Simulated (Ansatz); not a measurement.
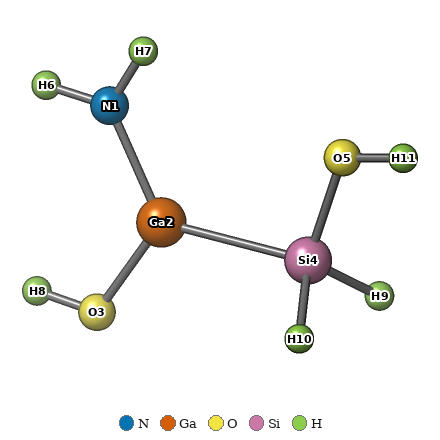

The system is GaH6NO2Si, SMILES [NH2][Ga]([OH])[SiH2]O; the picture shows the reference structure. First axis: dihedral N1–Ga2–Si4–O5. Second axis: dihedral H6–N1–Ga2–Si4. Nothing is relaxed (all other coordinates rigid). The scan uses an 18 × 18 grid. Points are written as (first, second). Energies are in kJ/mol, from the lowest grid point. Computed with RKS SPW92 (LDA)/def2-SVP in Ansatz.

Its coordinates:

```xyz
11

N    -0.0039    1.5913    1.3084
Ga   -0.5266   -0.0168    0.6874
O    -1.7656   -0.8972    1.6170
Si    0.3482   -0.9823   -1.2688
O     1.4527    0.1606   -1.8015
H    -0.3490    2.0574    2.1507
H     0.7043    2.1429    0.8171
H    -2.0784   -0.4326    2.4146
H    -0.7248   -1.2514   -2.3030
H     1.0077   -2.3192   -1.0019
H     1.9353   -0.0528   -2.6201
```

Range: dihedral N1–Ga2–Si4–O5 from −180 to 160°; dihedral H6–N1–Ga2–Si4 from −180 to 160°.

Question: What will the energy surface look like?

Answer: The lowest grid point is at (0°, −180°). A higher local minimum lies near (0°, 0°) (1.1 kJ/mol above the lowest at that grid point). The highest grid point, (−140°, −80°), lies 41.2 kJ/mol above the lowest. On the interpolated surface the easiest way out of the lowest well to its copy in the next cell or period passes a barrier of about 7.2 kJ/mol. Round the minimum the two coordinates are weakly coupled (coupling 0.14 in units of the two stiffnesses).

| dihedral H6–N1–Ga2–Si4 ↓, dihedral N1–Ga2–Si4–O5 → | −160 | −120 | −80 | −40 | 0 | 40 | 80 | 120 | 160 |
| --- | --- | --- | --- | --- | --- | --- | --- | --- | --- |
| 140 | 20.4 | 19.1 | 17.1 | 15.9 | 14.5 | 15.1 | 18.5 | 19.3 | 19.4 |
| 100 | 40.6 | 41.0 | 38.5 | 36.6 | 36.5 | 36.5 | 39.1 | 41.1 | 40.2 |
| 60 | 31.7 | 32.3 | 31.0 | 27.9 | 27.7 | 28.3 | 29.6 | 32.1 | 32.6 |
| 20 | 10.7 | 10.0 | 9.3 | 6.3 | 4.9 | 6.8 | 8.5 | 9.8 | 11.3 |
| −20 | 11.3 | 9.9 | 8.5 | 6.8 | 5.0 | 6.3 | 9.3 | 10.0 | 10.7 |
| −60 | 32.6 | 32.1 | 29.6 | 28.3 | 27.7 | 27.9 | 31.1 | 32.3 | 31.7 |
| −100 | 40.2 | 41.1 | 39.1 | 36.5 | 36.5 | 36.6 | 38.5 | 41.0 | 40.6 |
| −140 | 19.3 | 19.2 | 18.5 | 15.1 | 14.4 | 15.9 | 17.1 | 19.1 | 20.3 |
| −180 | 6.8 | 5.4 | 4.6 | 2.0 | 0.0 | 2.0 | 4.6 | 5.4 | 6.8 |

The table holds every second grid line.

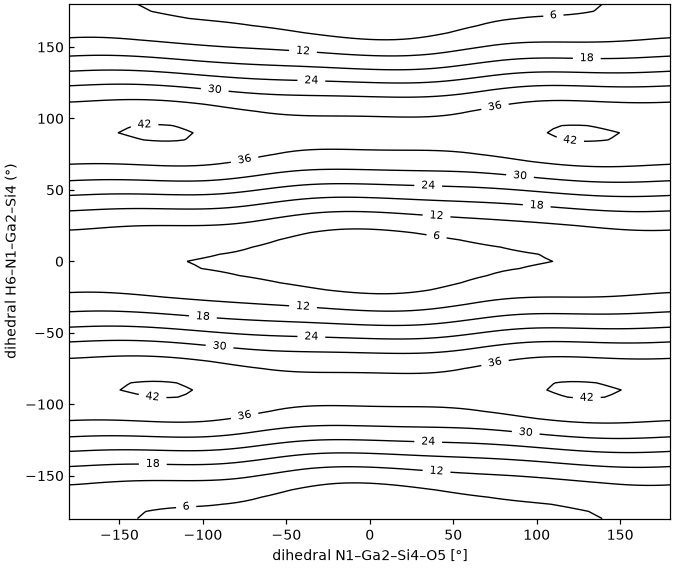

In the figure: contour lines labelled in kJ/mol. Between grid points the surface is interpolated.

The whole map (324 points run) took 18 min on 1 thread of Arm Neoverse V1, with other jobs on the host.
